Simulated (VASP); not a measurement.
# HfTiSi2: structure and properties in VASP, part 2 of 5

Aim: relax HfTiSi2, then compute properties on the relaxed cell. The cell is invented: it takes the structure of a Materials Project entry for ZrTiC2 (space group 166 there), with some of its atoms replaced by other elements, volume scaled by an estimate. It may not be a known or stable phase. The atoms of the start are displaced at random from the sites of a R-3m cell.

VASP 6.6.1; PBE with D4; plane waves and PAW (Hf_pv, Ti_sv, Si); invented cell.

So far. Step 3 (Full relaxation (PBE + D4)): It ends with a largest force of 0.005 eV/Å and a pressure of 0.01 GPa.

## Step 4: Density, ELF and potential (PBE + D4)

The relaxed cell gets a fresh self-consistent run, on a basis set for its own volume, to fix the density and to check the remaining stress.

Input file INCAR:

```
SYSTEM = HfTiSi2
PREC = Accurate
ENCUT = 400
EDIFF = 1E-06
NELM = 100
ISMEAR = 0
SIGMA = 0.05
LREAL = .FALSE.
ALGO = Normal
GGA = PE
IVDW = 13
NBANDS = 21
LORBIT = 11
LWAVE = .FALSE.
LCHARG = .TRUE.
ISIF = 2
LELF = .TRUE.
LVHAR = .TRUE.
```

Input file POSCAR:

```
HfTiSi2
1.0
    1.8708565400      1.0801395300      5.7321367700
   -1.8708565400      1.0801395300      5.7321367700
    0.0000000000     -2.1602790500      5.7321367700
Hf Ti Si
1 1 2
Direct
    0.5000000000      0.5000000000      0.5000000000
    0.0000000000      0.0000000000      0.0000000000
    0.7437838740      0.7437838740      0.7437838740
    0.2562161260      0.2562161260      0.2562161260
```

Input file KPOINTS:

```
Automatic mesh
0
Gamma
8 8 8
0 0 0
```

Potentials, in the order of the species: Hf_pv, Ti_sv and Si (PBE family, release 64).

The cell reached was symmetrised within 0.01 Å before this step, which raises the operations from 1 to 12, which the run then keeps.

Started as:

```
mpirun -np 2 vasp_std
```

Log:

```text
[banner, memory and clock lines left out]
running    2 mpi-ranks, on    1 nodes
 distrk:  each k-point on    2 cores,    1 groups
 distr:  one band on    1 cores,    2 groups

 POSCAR found type information on POSCAR HfTiSi
 POSCAR found :  3 types and       4 ions
 LDA part: xc-table for (Slater+PW92), standard interpolation
|                                                                             |
|           W    W    AA    RRRRR   N    N  II  N    N   GGGG   !!!           |
|           W    W   A  A   R    R  NN   N  II  NN   N  G    G  !!!           |
|           W    W  A    A  R    R  N N  N  II  N N  N  G       !!!           |
|           W WW W  AAAAAA  RRRRR   N  N N  II  N  N N  G  GGG   !            |
|           WW  WW  A    A  R   R   N   NN  II  N   NN  G    G                |
|           W    W  A    A  R    R  N    N  II  N    N   GGGG   !!!           |
|                                                                             |
|     The number of bands has been changed from the values supplied in        |
|     The orbitals not found in the WAVECAR file will be initialized with     |
|     random numbers, which is usually adequate. For correlated               |
|     calculations, however, you should redo the groundstate calculation.     |
|     I found NBANDS = 21. Now, NBANDS = 22.                                  |
|                                                                             |

 POSCAR, INCAR and KPOINTS ok, starting setup
 FFT: planning ... GRIDC
 FFT: planning ... GRID_SOFT
 FFT: planning ... GRID
 WAVECAR not read
 entering main loop
       N       E                     dE             d eps       ncg     rms          rms(c)
DAV:   1     0.179825069005E+03    0.17983E+03   -0.12517E+04  2860   0.112E+03
DAV:   2    -0.198153793074E+02   -0.19964E+03   -0.19139E+03  3010   0.326E+02
DAV:   3    -0.336074619231E+02   -0.13792E+02   -0.13372E+02  4408   0.755E+01
DAV:   4    -0.340230551527E+02   -0.41559E+00   -0.41398E+00  3766   0.120E+01
DAV:   5    -0.340357131901E+02   -0.12658E-01   -0.12654E-01  4146   0.207E+00    0.502E+01
DAV:   6    -0.315006252223E+02    0.25351E+01   -0.20511E+01  3774   0.352E+01    0.210E+01
DAV:   7    -0.328396292536E+02   -0.13390E+01   -0.28495E+01  3986   0.424E+01    0.251E+01
DAV:   8    -0.309958157056E+02    0.18438E+01   -0.39217E+00  3786   0.127E+01    0.112E+01
DAV:   9    -0.305628459125E+02    0.43297E+00   -0.17439E+00  4000   0.999E+00    0.154E+00
DAV:  10    -0.305668903593E+02   -0.40444E-02   -0.13397E-01  3496   0.246E+00    0.711E-01
DAV:  11    -0.305680094821E+02   -0.11191E-02   -0.27798E-02  3938   0.139E+00    0.604E-01
DAV:  12    -0.305659201109E+02    0.20894E-02   -0.67705E-03  3764   0.733E-01    0.134E-01
DAV:  13    -0.305659190992E+02    0.10117E-05   -0.37059E-04  3708   0.127E-01    0.254E-02
DAV:  14    -0.305659196691E+02   -0.56989E-06   -0.17958E-05  3608   0.244E-02    0.149E-02
DAV:  15    -0.305659197515E+02   -0.82430E-07   -0.90926E-07  2640   0.589E-03
   1 F= -.31799846E+02 E0= -.31799373E+02  d E =-.946132E-03
```

Elapsed: 93 s, on 2 MPI ranks of AMD EPYC 7R43, shared host; peak memory 0.35 GiB; 3.1 min of CPU time.

Parts of OUTCAR (step 4):

```text
  LATTYP: Found a trigonal (rhomboedric) cell.
 ALAT       =     6.1256997598
 COS(alpha) =     0.8134481523

 Subroutine GETGRP returns: Found 12 space group operations
 (whereof 12 operations were pure point group operations)

The static configuration has the point symmetry D_3d.

 Found     65 irreducible k-points:

   k-points           NKPTS =     65   k-points in BZ     NKDIM =     65   number of bands    NBANDS=     22

   ENCUT  =  400.0 eV  29.40 Ry    5.42 a.u.   9.99  9.99  9.99*2*pi/ulx,y,z

   NELECT =      30.0000    total number of electrons

 E-fermi :   7.3274

 k-point     1 :       0.0000    0.0000    0.0000
  band No.  band energies     occupation
    ...
     10       2.0349      2.00000
     11       5.0731      2.00000
     12       5.0731      2.00000
     13       7.1894      1.99990
     14       7.1894      1.99990
     15       7.7829      0.00000
     16       7.9971      0.00000
     17       7.9971      0.00000
     18      10.0115      0.00000
     19      10.0115      0.00000
    ...

 k-point     2 :       0.1250    0.0000    0.0000
  band No.  band energies     occupation
    ...
     11       4.9415      2.00000
     12       5.1832      2.00000
     13       6.7345      2.00000
     14       7.0204      2.00000
     15       7.1235      2.00000
     16       7.8357      0.00000
     17       8.0445      0.00000
     18       9.5982      0.00000
     19       9.6635      0.00000
     20      10.2517      0.00000
    ...

  DFT-D4 for vdW energy calculation

  Edisp (eV):   -1.23393

  Total       0.01409     0.01409    -0.00826     0.00000    -0.00000     0.00000
  in kB       0.32486     0.32486    -0.19052     0.00000    -0.00000     0.00000
  external pressure =        0.15 kB  Pullay stress =        0.00 kB

  energy-cutoff  :      400.00
  volume of cell :       69.50
      direct lattice vectors                 reciprocal lattice vectors
     1.870856540  1.080139530  5.732136770     0.267257264  0.154301053  0.058151671
    -1.870856540  1.080139530  5.732136770    -0.267257264  0.154301053  0.058151671
     0.000000000 -2.160279050  5.732136770     0.000000000 -0.308602107  0.058151671

 POSITION                                       TOTAL-FORCE (eV/Angst)
 -----------------------------------------------------------------------------------
      0.00000      0.00000      8.59821         0.000000      0.000000     -0.000000
      0.00000      0.00000      0.00000         0.000000     -0.000000     -0.000000
      0.00000      0.00000     12.79041         0.000000     -0.000000     -0.003927
      0.00000      0.00000      4.40600         0.000000      0.000000      0.003927
 -----------------------------------------------------------------------------------
    total drift:                                0.000000      0.000000     -0.000000

  FREE ENERGIE OF THE ION-ELECTRON SYSTEM (eV)
  ---------------------------------------------------
  free  energy   TOTEN  =       -31.7998459927 eV

  energy  without entropy=      -31.7988998603  energy(sigma->0) =      -31.79937293

[... 2 parts as in an earlier step ...]

[... 7 further parts left out ...]
```

Numbers from this step:

```
SCF cycles           : 15
bands                : 22
irreducible k-points : 65
symmetry operations  : 12
Fermi energy         : 7.327 eV
pressure             : 0.01531 GPa
```

Valence electrons inside each PAW sphere by angular momentum. Sphere charges, by row:

```csv
atom,s (e),p (e),d (e),tot (e)
Hf1,0.292,6.41,1.684,8.386
Ti2,2.169,6.132,2.002,10.3
Si3,0.797,0.975,0,1.772
Si4,0.797,0.975,0,1.772
```

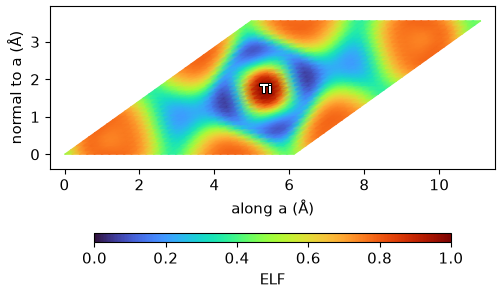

ELF in the ac plane at fractional y = 0.000, with atoms of Ti within 0.2 Å of it. It is the smooth field of the valence electrons, not physical close to the nuclei. The map starts off the cell's origin, so that atoms lie inside it.

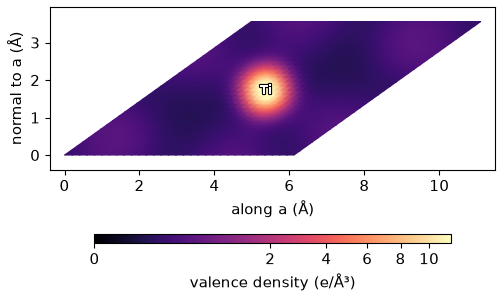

Valence density in the ac plane at fractional y = 0.000, with atoms of Ti within 0.2 Å of it. It is the smooth field of the valence electrons, not physical close to the nuclei. The map starts off the cell's origin, so that atoms lie inside it. The colour scale is stretched toward low values.

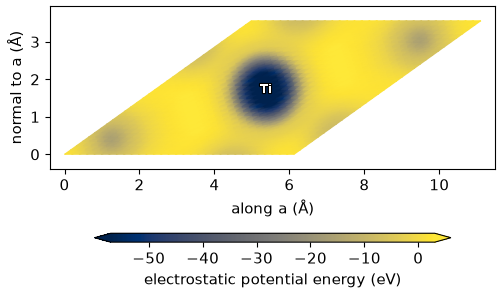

Electrostatic potential energy in the ac plane at fractional y = 0.000, with atoms of Ti within 0.2 Å of it. With pseudopotentials it is smooth inside the atoms' cores, unlike the true potential. The map starts off the cell's origin, so that atoms lie inside it.

In this run the pressure is 0.02 GPa, small enough to go on.

## Step 5: Bands along the symmetry lines (PBE + D4)

Levels along the symmetry lines show where the bands peak and cross; KPOINTS_OPT computes them in the converged potential.

Input file INCAR:

```
SYSTEM = HfTiSi2
PREC = Accurate
ENCUT = 400
EDIFF = 1E-06
NELM = 100
ISMEAR = 0
SIGMA = 0.05
LREAL = .FALSE.
ALGO = Normal
GGA = PE
IVDW = 13
NBANDS = 29
LORBIT = 11
LWAVE = .FALSE.
LCHARG = .FALSE.
KPAR = 2
```

POSCAR is that of step 4.

KPOINTS is that of step 4.

Input file KPOINTS_OPT:

```
Line mode
16
Line-mode
Reciprocal
  0.00000000   0.00000000   0.00000000 GAMMA
  0.50000000   0.00000000   0.00000000 L

  0.50000000   0.00000000   0.00000000 L
  0.50000000   0.19033869  -0.19033869 B1

  0.80966131   0.50000000   0.19033869 B
  0.50000000   0.50000000   0.50000000 Z

  0.50000000   0.50000000   0.50000000 Z
  0.00000000   0.00000000   0.00000000 GAMMA

  0.00000000   0.00000000   0.00000000 GAMMA
  0.34516934   0.00000000  -0.34516934 X

  0.65483066   0.34516934   0.00000000 Q
  0.50000000   0.50000000   0.00000000 F

  0.50000000   0.50000000   0.00000000 F
  0.65483066   0.65483066   0.19033869 P1

  0.65483066   0.65483066   0.19033869 P1
  0.50000000   0.50000000   0.50000000 Z

  0.50000000   0.00000000   0.00000000 L
  0.80966131   0.34516934   0.34516934 P
```

Started as:

```
mpirun -np 2 vasp_std
```

Log:

```text
[... set-up lines as in an earlier step ...]
 entering main loop
       N       E                     dE             d eps       ncg     rms          rms(c)
DAV:   1     0.183011391199E+03    0.18301E+03   -0.11845E+04  3770   0.857E+02
DAV:   2    -0.205824975984E+02   -0.20359E+03   -0.19107E+03  3923   0.263E+02
DAV:   3    -0.335789424166E+02   -0.12996E+02   -0.12639E+02  5172   0.625E+01
DAV:   4    -0.340223137173E+02   -0.44337E+00   -0.44127E+00  4762   0.105E+01
DAV:   5    -0.340354631963E+02   -0.13149E-01   -0.13147E-01  4941   0.172E+00    0.502E+01
DAV:   6    -0.315467601817E+02    0.24887E+01   -0.81015E+00  4559   0.267E+01    0.217E+01
DAV:   7    -0.330185170463E+02   -0.14718E+01   -0.14670E+01  4803   0.321E+01    0.279E+01
DAV:   8    -0.308451445163E+02    0.21734E+01   -0.18641E+00  4695   0.101E+01    0.845E+00
DAV:   9    -0.305642768316E+02    0.28087E+00   -0.52969E-01  5174   0.627E+00    0.120E+00
DAV:  10    -0.305654695589E+02   -0.11927E-02   -0.72115E-02  4240   0.151E+00    0.598E-01
DAV:  11    -0.305657660262E+02   -0.29647E-03   -0.18598E-03  4802   0.230E-01    0.259E-01
DAV:  12    -0.305659839112E+02   -0.21788E-03   -0.66861E-04  4291   0.175E-01    0.115E-01
DAV:  13    -0.305659169027E+02    0.67008E-04   -0.10690E-04  4570   0.977E-02    0.323E-02
DAV:  14    -0.305659218979E+02   -0.49952E-05   -0.24041E-05  4472   0.366E-02    0.214E-02
DAV:  15    -0.305659199372E+02    0.19607E-05   -0.36179E-06  4338   0.165E-02    0.610E-03
DAV:  16    -0.305659197819E+02    0.15530E-06   -0.19294E-06  3754   0.120E-02
   1 F= -.31799846E+02 E0= -.31799373E+02  d E =-.946577E-03
 Start KPOINTS_OPT (optional k-point list driver)
k-point batch [1-65\144]
       N       E                     dE             ncg
DAV:   1    -0.747673489924E+04   -0.41616E+05     3778
DAV:   2    -0.207530934527E+05   -0.13276E+05     3926
DAV:   3    -0.216408305666E+05   -0.88774E+03     5058
DAV:   4    -0.216730775440E+05   -0.32247E+02     4650
DAV:   5    -0.216739611602E+05   -0.88362E+00     4877
DAV:   6    -0.216739890611E+05   -0.27901E-01     4784
DAV:   7    -0.216739901514E+05   -0.10904E-02     4959
DAV:   8    -0.216739902021E+05   -0.50611E-04     3874
DAV:   9    -0.216739902046E+05   -0.25836E-05     2938
DAV:  10    -0.216739902048E+05   -0.19155E-06     2795
[...]
k-point batch [131-144\144]
       N       E                     dE             ncg
DAV:   1     0.396249586784E+05   -0.14360E+05      812
DAV:   2     0.367572564029E+05   -0.28677E+04      853
DAV:   3     0.365874897663E+05   -0.16977E+03     1049
DAV:   4     0.365815670228E+05   -0.59227E+01      973
DAV:   5     0.365813839905E+05   -0.18303E+00      994
DAV:   6     0.365813775026E+05   -0.64879E-02      988
DAV:   7     0.365813772297E+05   -0.27287E-03     1008
DAV:   8     0.365813772162E+05   -0.13521E-04      831
DAV:   9     0.365813772155E+05   -0.68799E-06      670
```

Run time: 4.1 min. Hardware: 2 MPI ranks; peak memory 0.55 GiB; 8.2 min of CPU time.

From OUTCAR (step 5):

```text
The static configuration has the point symmetry D_3d.

 Found     65 irreducible k-points:

   k-points           NKPTS =     65   k-points in BZ     NKDIM =     65   number of bands    NBANDS=     29

   NELECT =      30.0000    total number of electrons

 E-fermi :   7.3274

 k-point     1 :       0.0000    0.0000    0.0000
  band No.  band energies     occupation
    ...
     10       2.0349      2.00000
     11       5.0731      2.00000
     12       5.0731      2.00000
     13       7.1894      1.99990
     14       7.1894      1.99990
     15       7.7828      0.00000
     16       7.9970      0.00000
     17       7.9970      0.00000
     18      10.0116      0.00000
     19      10.0116      0.00000
    ...

 k-point     2 :       0.1250    0.0000    0.0000
  band No.  band energies     occupation
    ...
     11       4.9415      2.00000
     12       5.1832      2.00000
     13       6.7344      2.00000
     14       7.0203      2.00000
     15       7.1235      2.00000
     16       7.8357      0.00000
     17       8.0445      0.00000
     18       9.5982      0.00000
     19       9.6634      0.00000
     20      10.2517      0.00000
    ...

  DFT-D4 for vdW energy calculation

  Edisp (eV):   -1.23393

  Total       0.01374     0.01374    -0.00784     0.00000    -0.00000     0.00000
  in kB       0.31670     0.31670    -0.18082     0.00000    -0.00000     0.00000
  external pressure =        0.15 kB  Pullay stress =        0.00 kB

 POSITION                                       TOTAL-FORCE (eV/Angst)
 -----------------------------------------------------------------------------------
      0.00000      0.00000      8.59821         0.000000      0.000000      0.000000
      0.00000      0.00000      0.00000         0.000000      0.000000      0.000000
      0.00000      0.00000     12.79041         0.000000     -0.000000     -0.004199
      0.00000      0.00000      4.40600         0.000000      0.000000      0.004199
 -----------------------------------------------------------------------------------
    total drift:                                0.000000      0.000000     -0.000000

  FREE ENERGIE OF THE ION-ELECTRON SYSTEM (eV)
  ---------------------------------------------------
  free  energy   TOTEN  =       -31.7998460231 eV

  energy  without entropy=      -31.7988994461  energy(sigma->0) =      -31.79937273

[... 8 parts as in an earlier step ...]

[... 5 further parts left out ...]
```

Spin-orbit coupling is off here; with elements this heavy it splits and shifts levels by tenths of an eV or more.

Numbers from this step:

```yaml
scf_cycles: 16
bands: 29
pressure: 0.01509 GPa
```

The electronic bands at the labelled points (eV, zero at the Fermi level; # counts the bands kept, so #1 is VASP's band 8):

```csv
point,#5,#6,#7,#8,#9,#10,#11,#12
Γ,-2.25,-0.14,-0.14,0.46,0.67,0.67,2.68,2.68
L,-2.74,-2.17,-1.48,-1.27,1.07,1.38,1.51,1.75
B1,-2.90,-2.65,-1.27,-1.17,0.77,1.28,1.72,2.61
jump to B,-2.90,-2.65,-1.27,-1.17,0.77,1.28,1.72,2.61
Z,-1.49,-1.49,-1.14,-1.14,0.59,0.59,1.45,1.45
Γ,-2.25,-0.14,-0.14,0.46,0.67,0.67,2.68,2.68
X,-3.07,-2.58,-1.49,-1.06,0.74,1.44,1.75,2.44
jump to Q,-3.07,-2.58,-1.49,-1.06,0.74,1.44,1.75,2.44
F,-2.02,-1.87,-1.55,-0.08,0.70,1.25,1.69,2.01
P1,-1.97,-1.89,-1.72,-0.27,0.57,1.29,1.72,2.18
Z,-1.49,-1.49,-1.14,-1.14,0.59,0.59,1.45,1.45
jump to L,-2.74,-2.17,-1.48,-1.27,1.07,1.38,1.51,1.75
P,-1.97,-1.89,-1.72,-0.27,0.57,1.29,1.72,2.18
```

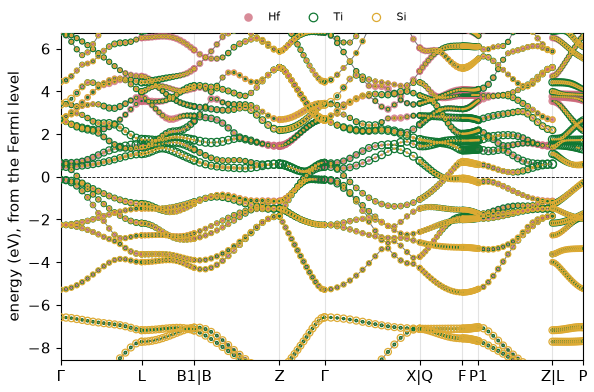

Electronic bands along the path; dots are coloured as in the legend, and their area grows with the weight.

There is no gap at this level.

(Part 2 of 5 ends here.)

[Lines on the potential files, build, host, timing and source positions are cut from VASP's logs without a mark.]

[Logs are printed without paths, hosts, clocks, repeated set-up lines and the standing remarks that a program may print on its own settings, such as how far it seeks lower states.]

[Hosts, paths, dates, database ids (printed as entryN), source tags and the programs' standing remarks are cut or masked in the printed files.]

[A measured line is paired with the nearest computed mode of its activity, which favours agreement.]

[In band tables of VASP the shares of atoms and orbitals are scaled to a sum of 1 inside the atoms' spheres.]
